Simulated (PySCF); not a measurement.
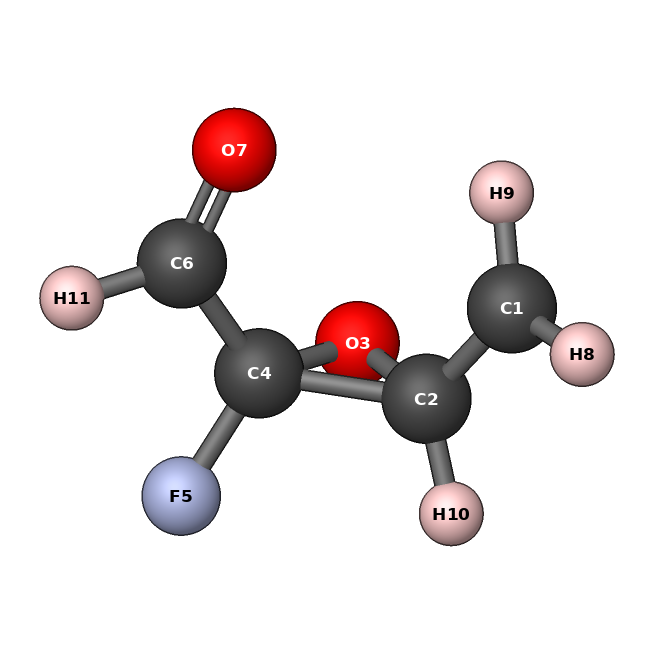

The questions are on Mulliken spin populations. The species is neutral and a spin doublet. Computed geometry: GFN2-xTB optimisation. No frequency run is at hand to confirm it as a minimum. Properties computed with UKS B3LYP, pcH-1 on C F H O, non-relativistic (PySCF 2.14.0).

**Which atom carries the largest spin population?**

C1 (0.90 e).

**Which atom has the lowest spin population?**

C2 (−0.14 e); a negative value comes from spin polarisation.

List the Mulliken spin populations.

```json
{"atom": "C1", "value (e)": "0.90"}
{"atom": "C2", "value (e)": "−0.14"}
{"atom": "O3", "value (e)": "0.04"}
{"atom": "C4", "value (e)": "0.19"}
{"atom": "F5", "value (e)": "0.02"}
{"atom": "C6", "value (e)": "0.01"}
{"atom": "O7", "value (e)": "0.05"}
{"atom": "H8", "value (e)": "−0.04"}
{"atom": "H9", "value (e)": "−0.04"}
{"atom": "H10", "value (e)": "0.01"}
{"atom": "H11", "value (e)": "0.00"}
```

Mulliken values depend strongly on the basis set.
